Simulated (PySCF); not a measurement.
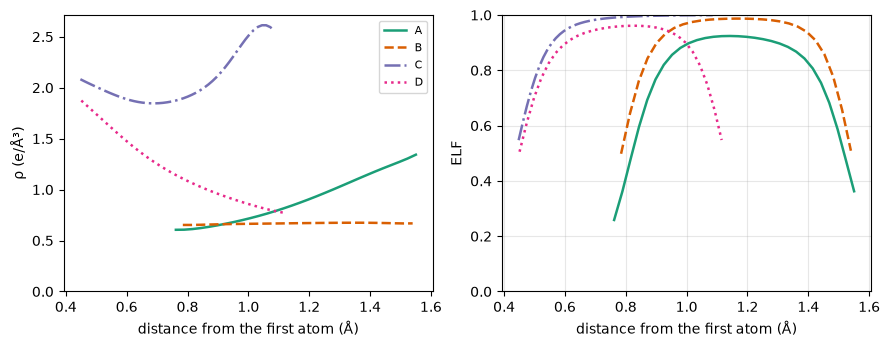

Figure. C$_{2}$H$_{10}$SSi$_{2}$. Electron density and ELF along straight lines between neighbouring atoms. The curves leave out the atomic cores.

Geometry: GFN2-xTB.

These are results of PBE0/pcSseg-1, SCF density, gas phase, non-relativistic (PySCF), not measurements.

Input

```
{"job": {"kind": "nmr", "xc": "PBE0", "basis": "pcSseg-1"}, "charge": 0, "multiplicity": 1}
C     -2.158138    -0.926321     0.353169
Si    -1.293764     0.718234    -0.036242
Si     0.847143     0.275388    -0.826023
C      1.906424    -0.750952     0.382168
S      1.908543     2.140517    -1.187417
H     -3.141336    -0.759615     0.782159
H     -2.290644    -1.523694    -0.544416
H     -1.588968    -1.521573     1.061356
H     -2.120393     1.457169    -0.999100
H     -1.267777     1.528542     1.195063
H      0.960488    -0.321090    -2.158699
H      1.499577    -1.751419     0.495407
H      1.940232    -0.296464     1.369943
H      2.931524    -0.847362     0.032673
H      1.862675     2.586629     0.058045
```

Command:

```sh
OMP_NUM_THREADS=1 python probes_run.py task.json out
```

Which curve belongs to which contact (C–H, C–Si, Si–S and Si–Si)? The first atom named is at distance zero.

Curve A: Si–S (2.18 Å): ρ is about 0.79 e/Å³ halfway; the ELF peaks at about 0.90 between the atoms (a covalent bond). Curve B: Si–Si (2.32 Å): ρ is about 0.67 e/Å³ halfway; the ELF peaks at about 1 between the atoms: localised, covalent bonding. Curve C: C–H (1.09 Å): ρ is about 2 e/Å³ halfway; the ELF climbs to about 1 towards the hydrogen, as it does in any bond to H (a covalent bond by its length). Curve D: C–Si (1.90 Å): ρ at the midpoint is about 0.91 e/Å³; the ELF peaks at about 0.95 between the atoms (a covalent bond).
